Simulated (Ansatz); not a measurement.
The calculation's input:

```
crystal:
  periodic: [false, false, false]
  atoms:
    - { symbol: C, position_ang: [-2.17669492, 3.30375165, -0.30326558] }
    - { symbol: C, position_ang: [-3.11850104, 2.27231894, -0.29334162] }
    - { symbol: C, position_ang: [-2.70690074, 0.92338758, -0.19509913] }
    - { symbol: C, position_ang: [-3.65450619, -0.1416461, -0.18136046] }
    - { symbol: C, position_ang: [-3.25045419, -1.46007916, -0.0844909] }
    - { symbol: C, position_ang: [-1.8770035, -1.79493845, 0.00435563] }
    - { symbol: C, position_ang: [-1.44140746, -3.15613833, 0.10622268] }
    - { symbol: C, position_ang: [-0.11050205, -3.4640982, 0.19231284] }
    - { symbol: C, position_ang: [0.88607366, -2.43470546, 0.18320388] }
    - { symbol: C, position_ang: [2.26666001, -2.73845696, 0.27199566] }
    - { symbol: C, position_ang: [3.21627192, -1.73375734, 0.26314419] }
    - { symbol: C, position_ang: [2.8406169, -0.36210311, 0.16459523] }
    - { symbol: C, position_ang: [3.81039321, 0.66674047, 0.15642528] }
    - { symbol: C, position_ang: [3.42491508, 2.0055088, 0.05824801] }
    - { symbol: C, position_ang: [2.07783901, 2.34032599, -0.03186708] }
    - { symbol: C, position_ang: [1.06055113, 1.34671685, -0.02711039] }
    - { symbol: C, position_ang: [-0.34963572, 1.6730884, -0.11773158] }
    - { symbol: C, position_ang: [-0.81965766, 3.0115594, -0.21680174] }
    - { symbol: C, position_ang: [-1.31302421, 0.61886091, -0.10692554] }
    - { symbol: C, position_ang: [-0.90134961, -0.74541663, -0.00710507] }
    - { symbol: C, position_ang: [0.47843931, -1.06466255, 0.08224103] }
    - { symbol: C, position_ang: [1.45518955, -0.02232019, 0.07230285] }
    - { symbol: H, position_ang: [-2.50445635, 4.34230966, -0.37848444] }
    - { symbol: H, position_ang: [-4.18475541, 2.50180404, -0.36126731] }
    - { symbol: H, position_ang: [-4.71806314, 0.09976587, -0.24939234] }
    - { symbol: H, position_ang: [-3.99385866, -2.26058216, -0.07639741] }
    - { symbol: H, position_ang: [-2.19368501, -3.94812095, 0.11393933] }
    - { symbol: H, position_ang: [0.21263125, -4.50468899, 0.27003697] }
    - { symbol: H, position_ang: [2.5770362, -3.78294307, 0.34910567] }
    - { symbol: H, position_ang: [4.27720989, -1.98562135, 0.33306173] }
    - { symbol: H, position_ang: [4.86846658, 0.40253371, 0.22708898] }
    - { symbol: H, position_ang: [4.1807379, 2.79322112, 0.05022649] }
    - { symbol: H, position_ang: [1.8116176, 3.39421318, -0.10791007] }
    - { symbol: H, position_ang: [-0.11075768, 3.83899642, -0.2270051] }
total_charge: 2
basis:
  gaussian: { orbitals: def2-TZVP }
hamiltonian:
  xc: pbe0
output:
  orbitals: {}
```

Run with:

```sh
ansatz run input.yaml --threads 8 --pin off --max-ram 20480MiB --backend cpu --events-out ev --progress --plain --runs-dir out
```

These are results of DFT PBE0, Gaussian basis def2-TZVP (Ansatz 0.2.0), not measurements.

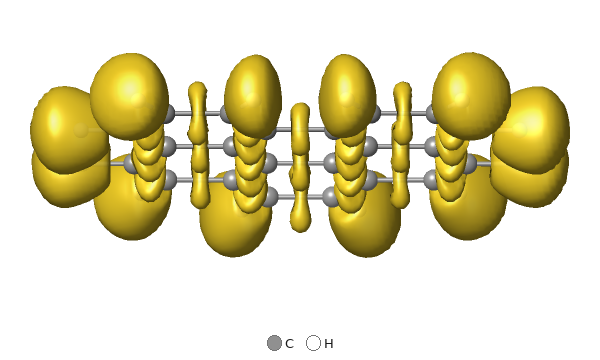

C₂₂H₁₂ (charge +2). Isosurface of the ELF at 0.85 (yellow), seen from one side. Core shells and regions of very low density are left out.

### Describe the localisation domains.

The surface consists of 27 regions between bonded C–C atoms (shared pairs) and twelve regions around hydrogen nuclei.

Values along the shortest contacts:
C–C (1.37 Å): the ELF peaks at about 0.95 between the atoms (localised, covalent bonding). C–H (1.09 Å): the ELF climbs to about 1 towards the hydrogen, as it does in any bond to H (an ordinary covalent bond to hydrogen).
